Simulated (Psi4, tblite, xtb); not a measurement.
Intermolecular potential of CH4 ··· BCl3 (SMILES C and ClB(Cl)Cl). Monomers: optimised at B3LYP-D3(BJ) (def2-TZVP), held rigid. Orientation: a random orientation, not optimised. The monomers approach along the line of their centres of mass (distance R); nothing else relaxes.

Geometry at R = 5.20 Å (first 5 atoms: monomer A):
```
9

C      0.0000     0.0000     0.0000
H     -0.2699    -0.0633     1.0533
H      0.1603     1.0425    -0.2716
H     -0.8046    -0.4136    -0.6065
H      0.9142    -0.5655    -0.1752
Cl     4.5667     4.0178    -2.6872
B      3.3251     3.7054    -1.5012
Cl     1.8442     2.9141    -1.9771
Cl     3.5645     4.1841     0.1600
```

- GFN1-xTB (xtb)
- GFN2-xTB (tblite)
- PBE/def2-TZVP, counterpoise-corrected (Psi4)
- SAPT0/jun-cc-pVDZ, frozen core (Psi4)
- MP2/aug-cc-pVDZ = DF-MP2/aug-cc-pVDZ, frozen core, counterpoise-corrected (Psi4)

Interaction energies in kcal/mol (negative: bound); R is the distance of the centres of mass, d the H3···Cl8 distance.

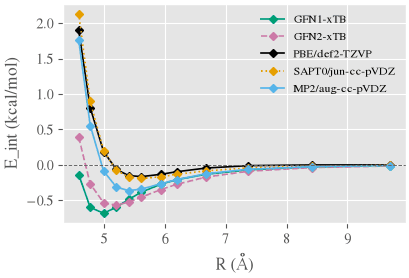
*Interaction energy against separation.*

| R / Å | d / Å | GFN1-xTB | GFN2-xTB | PBE/def2-TZVP | SAPT0/jun-cc-pVDZ | MP2/aug-cc-pVDZ |
|---|---|---|---|---|---|---|
| 4.58 | 2.46 | -0.14 | 0.39 | 1.90 | 2.14 | 1.76 |
| 4.77 | 2.63 | -0.60 | -0.27 | 0.81 | 0.90 | 0.56 |
| 4.99 | 2.84 | -0.68 | -0.53 | 0.19 | 0.20 | -0.09 |
| 5.20 | 3.04 | -0.60 | -0.57 | -0.06 | -0.08 | -0.31 |
| 5.40 | 3.23 | -0.49 | -0.53 | -0.15 | -0.17 | -0.36 |
| 5.61 | 3.43 | -0.39 | -0.46 | -0.17 | -0.19 | -0.34 |
| 5.93 | 3.74 | -0.27 | -0.35 | -0.13 | -0.17 | -0.27 |
| 6.19 | 4.00 | -0.21 | -0.27 | -0.10 | -0.13 | -0.21 |
| 6.68 | 4.48 | -0.13 | -0.17 | -0.04 | -0.08 | -0.12 |
| 7.37 | 5.15 | -0.07 | -0.09 | -0.01 | -0.04 | -0.06 |
| 8.41 | 6.18 | -0.03 | -0.04 | 0.00 | -0.02 | -0.02 |
| 9.70 | 7.46 | -0.01 | -0.02 | 0.00 | -0.01 | -0.01 |

Lowest grid point: GFN1-xTB -0.68 kcal/mol at R = 4.99 Å; GFN2-xTB -0.57 kcal/mol at R = 5.20 Å; PBE/def2-TZVP -0.17 kcal/mol at R = 5.61 Å; SAPT0/jun-cc-pVDZ -0.19 kcal/mol at R = 5.61 Å; MP2/aug-cc-pVDZ -0.36 kcal/mol at R = 5.40 Å.
